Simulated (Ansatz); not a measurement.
# CH5Si (SMILES [CH2][SiH3]) at UBHLYP/STO-3G

What is the electronic atomisation energy of CH5Si at UBHLYP/STO-3G? 

Program for the calculation: Ansatz 0.2.0.

56 further runs of the same task are left out: 1 that didn't finish, 55 set aside as unsound or not needed.

## (1) The molecule

CH5Si: 7 atoms, total charge 0, spin state doublet. SMILES: `[CH2][SiH3]`. Geometry: relaxed at PBE0-D4/def2-TZVP.

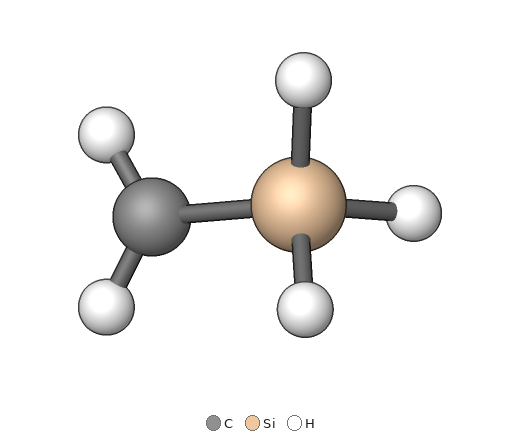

Viewed from a chosen angle; carbon grey, silicon light orange, hydrogen white.

## (2) A single-point energy at UBHLYP/STO-3G

Contents of molecule.yaml:

```yaml
crystal:
  periodic: [false, false, false]
  atoms:
    - {symbol: C, position_ang: [-0.172600, -1.103000, 0.047400]}
    - {symbol: Si, position_ang: [0.132300, 0.709800, -0.029000]}
    - {symbol: H, position_ang: [-1.139000, -1.522200, 0.308500]}
    - {symbol: H, position_ang: [0.588300, -1.834800, -0.203800]}
    - {symbol: H, position_ang: [-0.191200, 1.256600, -1.379100]}
    - {symbol: H, position_ang: [-0.719700, 1.420100, 0.961800]}
    - {symbol: H, position_ang: [1.563100, 1.005600, 0.248500]}
basis:
  gaussian: {orbitals: STO-3G}
accuracy: high
hamiltonian: {xc: {name: BHLYP}}
magnetization: {spin_polarized: true, initial_magnetization: 1}
```

On the command line:

```
ansatz run molecule.yaml --threads 1 --pin off --max-ram 2610MiB --events-out events.jsonl --progress --plain --runs-dir runs
```

The program printed:

```text
Warning: RAYON_NUM_THREADS=1 ignored (pool sized by the plan → 1); use --threads N
Functional definition: BHLYP
  name "BHLYP"
  parameter a = 0.5
  exchange = (1 - a)*b88_x + a*exact_x
  correlation = lyp_c
337 factors; integrals over basis functions are off by at most 1.1e-8 eV
mean field evaluation 1: about -8888.7753 eV, gradient 8.0e0 eV
mean field evaluation 2: about -8889.2473 eV, gradient 2.9e0 eV
mean field evaluation 4: about -8889.3089 eV, gradient 1.8e-1 eV
mean field evaluation 8: about -8889.2753 eV, gradient 8.9e-4 eV
mean field evaluation 16: about -8889.2753 eV, gradient 2.9e-7 eV
mean field -8889.27534080 eV, -326.6748434071 hartree, gradient 7.1e-8 eV, S^2 0.756504; 0 other end points of the search recorded, 0 dependent functions left out
reference -8889.27536057 eV, -326.6748441338 hartree; 13, 12 occupied and 6, 7 virtual orbitals, 337 factors
Total energy: -8889.27536057 eV, -326.6748441338 hartree
```

Wall time 2.1 s (1 thread of Arm Neoverse V1, shared host); peak memory 0.13 GiB.

## (3) The C atom

Contents of in.yaml:

```yaml
basis:
  gaussian:
    orbitals: STO-3G
crystal:
  periodic: [false, false, false]
  atoms:
    - symbol: C
      position_ang: [0.000000, 0.000000, 0.000000]
hamiltonian:
  xc: {name: BHLYP}
accuracy: high
magnetization:
  spin_polarized: true
  initial_magnetization: 2
```

On the command line:

```
ansatz run in.yaml --threads 1 --pin off --max-ram 2610MiB --events-out events.jsonl --progress --plain --runs-dir runs
```

The program printed (excerpt; [...] marks lines left out):

```text
Warning: RAYON_NUM_THREADS=1 ignored (pool sized by the plan → 1); use --threads N
[... 5 set-up lines as earlier in the session ...]
15 factors; integrals over basis functions are off by at most 9.8e-10 eV
mean field evaluation 1: about -1016.2731 eV, gradient 7.8e-13 eV
mean field evaluation 2: about -1016.2731 eV, gradient 3.5e-12 eV
mean field -1016.27314326 eV, -37.3473491603 hartree, gradient 0.0e0 eV, S^2 2.000000; 0 other end points of the search recorded, 0 dependent functions left out
reference -1016.27315225 eV, -37.3473494904 hartree; 4, 2 occupied and 1, 3 virtual orbitals, 15 factors
Total energy: -1016.27315225 eV, -37.3473494904 hartree
```

Run time: 0.14 s. Hardware: 1 thread of Arm Neoverse V1, shared host.

## (4) The H atom

Contents of in.yaml:

```yaml
crystal:
  periodic: [false, false, false]
  atoms:
    - symbol: H
      position_ang: [0.000000, 0.000000, 0.000000]
basis:
  gaussian:
    orbitals: STO-3G
total_charge: 0
magnetization:
  spin_polarized: true
  initial_magnetization: 1
hamiltonian:
  xc: {name: BHLYP}
accuracy: high
```

Run the same way, it converges to -0.46466 Eh (log not shown).

## (5) The Si atom, same level

Contents of job.yaml:

```yaml
crystal:
  periodic: [false, false, false]
  atoms:
    - {symbol: Si, position_ang: [0.000000, 0.000000, 0.000000]}
basis:
  gaussian:
    orbitals: STO-3G
magnetization:
  spin_polarized: true
  initial_magnetization: 2
hamiltonian:
  xc: {name: BHLYP}
accuracy: high
```

On the command line:

```
ansatz run job.yaml --threads 1 --pin off --max-ram 2610MiB --events-out events.jsonl --progress --plain --runs-dir runs
```

The program printed:

```text
Warning: RAYON_NUM_THREADS=1 ignored (pool sized by the plan → 1); use --threads N
[... 5 set-up lines as earlier in the session ...]
42 factors; integrals over basis functions are off by at most 2.5e-9 eV
mean field evaluation 1: about -7781.2461 eV, gradient 4.4e-1 eV
mean field evaluation 2: about -7781.2466 eV, gradient 1.7e-2 eV
mean field evaluation 4: about -7781.2467 eV, gradient 1.3e-3 eV
mean field evaluation 8: about -7781.2467 eV, gradient 1.0e-8 eV
mean field -7781.24668017 eV, -285.9555411778 hartree, gradient 1.0e-8 eV, S^2 2.000000; 0 other end points of the search recorded, 0 dependent functions left out
reference -7781.24669406 eV, -285.9555416883 hartree; 8, 6 occupied and 1, 3 virtual orbitals, 42 factors
Total energy: -7781.24669406 eV, -285.9555416883 hartree
```

Wall time 0.32 s (1 thread of Arm Neoverse V1, shared host).

## (6) What came out

At UBHLYP/STO-3G:

| quantity | value |
| --- | --- |
| molecule: total energy | -326.67484 Eh |
| molecule: ⟨S²⟩ | 0.757 |
| C atom: total energy | -37.34735 Eh |
| C atom: ⟨S²⟩ | 2.000 |
| H atom: total energy | -0.46466 Eh |
| H atom: ⟨S²⟩ | 0.750 |
| Si atom: total energy | -285.95554 Eh |
| Si atom: ⟨S²⟩ | 2.000 |
| electronic atomisation energy | 28.535 eV |

Taking the molecule apart into free atoms costs 28.54 eV (658 kcal/mol), before zero-point energy and without spin-orbit coupling. In a minimal basis such a difference can be off by several eV, whatever the method.
